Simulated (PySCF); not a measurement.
Molecule: SMILES COC(=O)CC(C)(C)C (C₇H₁₄O₂). Atoms near the plane z = 0.8 Å, at the GFN2-xTB optimised geometry (x, y, z in Å): C5 (1.4, -0.1, 0.0), C6 (-0.2, -0.1, 0.0), C7 (-0.6, -0.8, 1.3), C8 (-0.7, 1.3, 0.0), H13 (1.7, 0.6, 0.8), H14 (1.8, -1.1, 0.2), H15 (-1.7, -0.8, 1.3), H16 (-0.3, -1.9, 1.3), H19 (-0.4, 1.8, 0.9), H20 (-1.8, 1.3, -0.1).

Calculation: PBE/def2-SVP in PySCF 2.14.0. The values are rescaled to run from 0 to 1.

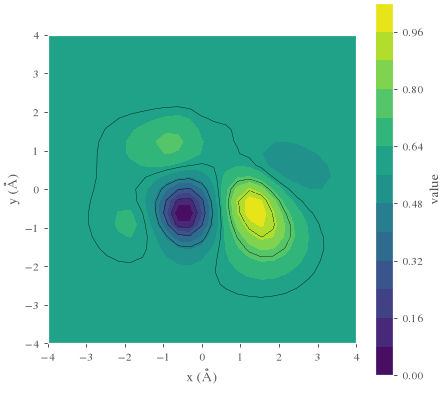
Figure: a field on the plane z = 0.8 Å.

**Question.** Which quantity is mapped?
(A) log10 of the electron density
(B) an orbital amplitude
(C) electrostatic potential
(D) deformation density (molecule minus spherical neutral atoms)

**Answer.** B, an orbital amplitude. In full: HOMO amplitude (bohr^(-3/2)).
